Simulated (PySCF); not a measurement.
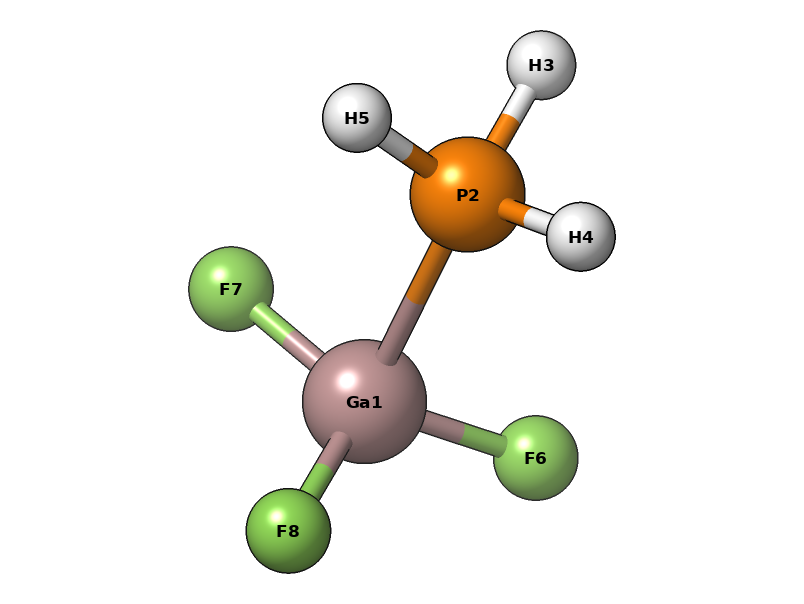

The geometry was computed by an optimisation with PBE0-D3(BJ)/def2-SVP. No frequency run is at hand to confirm it as a minimum. Properties computed with delta-SCF UKS SCAN, pcX-2 on the ionised atom (unc-x2c-TZVPall on a metal), pcseg-1 elsewhere, spin-free X2C (PySCF 2.14.0).

Give the core-electron binding energies (to vacuum; p and d levels without spin–orbit splitting) of P2 1s, P2 2p, F6 1s.

```csv
atom,level,binding energy (eV)
P2,1s,2152.7
P2,2p,139.5
F6,1s,690.9
```
